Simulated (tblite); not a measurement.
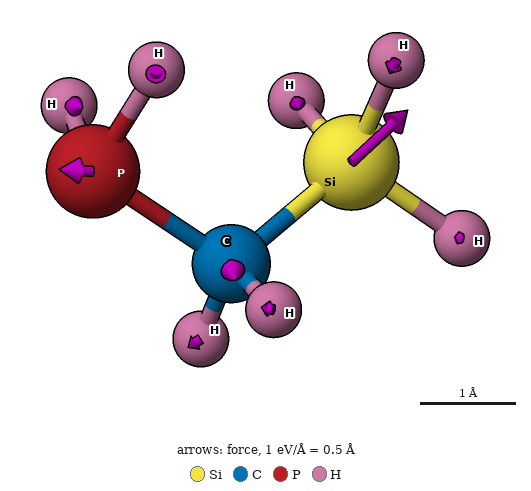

Starting geometry of CH7PSi with the computed forces as purple arrows. Style: ball-and-stick. Shown at a tilt.

Level of theory: tblite 0.8.0, GFN2-xTB geometry optimisation, gas phase. 

Q: Is this structure relaxed? If not, where do the atoms go?

A: It isn't relaxed: the largest force vector, on the Si atom, is 1.83 eV/Å. The final displacements follow the starting forces only in part (cosine between the two patterns 0.54). Over 25 geometry steps the energy falls by 10.5 kJ/mol. The atom that moves furthest after the best rigid fit is the Si atom (0.079 Å). By element the largest moves are Si 0.079 Å, P 0.072 Å, H 0.071 Å, C 0.031 Å. Among the contacts that change: C–Si 1.851 → 1.908 Å, H–Si 1.488 → 1.465 Å, H–P 1.418 → 1.396 Å, C–P 1.834 → 1.852 Å. Among the angles between lasting bonds that change: H–P–H 96.2° → 91.5°, Si–C–P 111.8° → 115.6°, P–C–H 109.7° → 106.4°.
